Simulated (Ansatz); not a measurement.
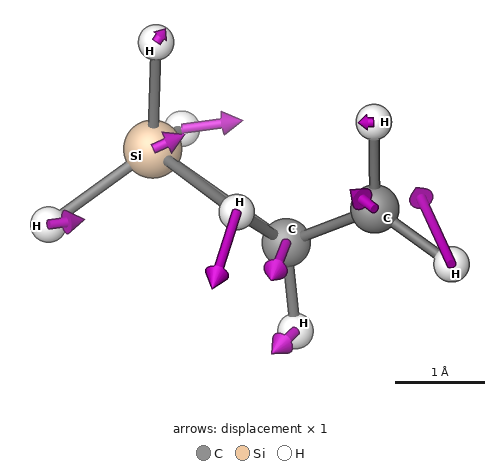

A relaxation of C$_{2}$H$_{7}$Si (charge +1). The starting structure is drawn; purple arrows show the displacements, at their true length. The two geometries are superimposed by the best rigid fit.

A ball-and-stick model, seen at a tilt.

It is one of the separated reactants of a reaction.

All numbers below come from Ansatz 0.2.0, RKS PBE-D4/def2-SVP. (force threshold 0.03 eV/Å; at most 250 steps)

### Atoms of which element are displaced furthest, and by how much?

Hydrogen: up to 1.62 Å, against 0.80 Å for carbon.

### Describe the change and its energy.

The largest move after the best rigid fit is that of an H atom, 1.62 Å. By element the largest moves are H 1.62 Å, C 0.80 Å, Si 0.41 Å. Among the contacts that change: H–Si 1.811 → 2.729 Å, C–Si 2.967 → 2.239 Å, C–Si 1.928 → 2.266 Å, C–H 1.060 → 1.106 Å. Among the angles between lasting bonds that change: C–C–Si 126.4° → 71.1°, C–C–H 78.7° → 121.4°, Si–C–H 67.6° → 102.6°. The energy falls by 35.5 kcal/mol in 12 geometry steps. The largest force component goes from 3.1 to 0.028 eV/Å.
